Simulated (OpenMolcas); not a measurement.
C4H12N+ (tetramethylammonium): methods side by side

C4H12N+ has 17 atoms, charge +1, and is taken as a singlet. SMILES: `C[N+](C)(C)C`. The coordinates come from a PBE0-D4/def2-TZVP relaxation.

```xyz
17

C    -0.2341    0.5539   -1.3629
N     0.0000    0.0000    0.0000
C     1.3504    0.4096    0.4773
C    -0.0800   -1.4867   -0.0477
C    -1.0364    0.5233    0.9334
H    -0.1729    1.6399   -1.3185
H     0.5268    0.1657   -2.0378
H    -1.2227    0.2505   -1.7029
H     1.5129   -0.0001    1.4727
H     1.3993    1.4966    0.5097
H     2.1006    0.0238   -0.2108
H     0.0913   -1.8823    0.9519
H     0.6809   -1.8600   -0.7310
H    -1.0691   -1.7766   -0.3981
H    -0.8571    0.1142    1.9261
H    -2.0190    0.2187    0.5774
H    -0.9710    1.6096    0.9612
```

Each level gives the energy change with the N2–C3 bond stretched from 1.490 to 1.713 Å (eV). The values are calculated.

```tsv
level	kind	program	value (eV)	CPU time (all runs)
HF/6-31G* (spherical functions) (unrestricted)	Hartree–Fock	OpenMolcas	0.50	22 s
SVWN5/6-31G* (spherical functions) (restricted)	LDA	OpenMolcas	0.51	1.9 min
BLYP/6-31G* (spherical functions) (restricted)	GGA	OpenMolcas	0.25	2.7 min
PBE/6-31G* (spherical functions) (restricted)	GGA	OpenMolcas	0.35	2.6 min
M06-L/6-31G* (spherical functions) (restricted)	meta-GGA	OpenMolcas	0.41	3.8 min
PBE0/6-31G* (spherical functions) (restricted)	global hybrid	OpenMolcas	0.46	2.6 min
B3LYP/6-31G* (Cartesian functions) (restricted)	global hybrid	OpenMolcas	0.37	3.1 min
B2PLYP/6-31G* (spherical functions) (restricted)	double hybrid	OpenMolcas	0.40	1.9 min
MP2/6-31G* (spherical functions) (restricted)	perturbation theory	OpenMolcas	0.45	19 s
```

The first shape isn't each level's own minimum. The values span 0.25 to 0.51 eV. CPU times are rough (shared hosts, several kinds of processor): they show what a rung costs within a factor of a few.

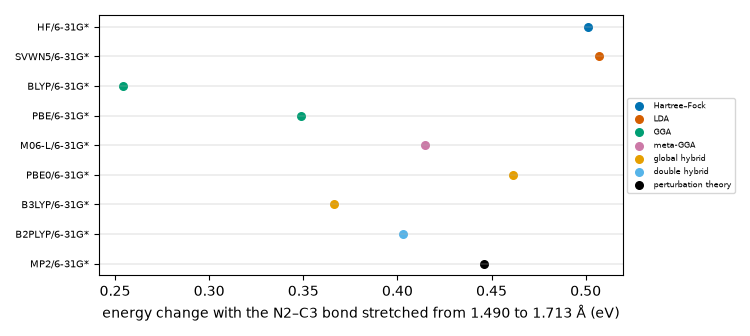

The values of the table, level by level.
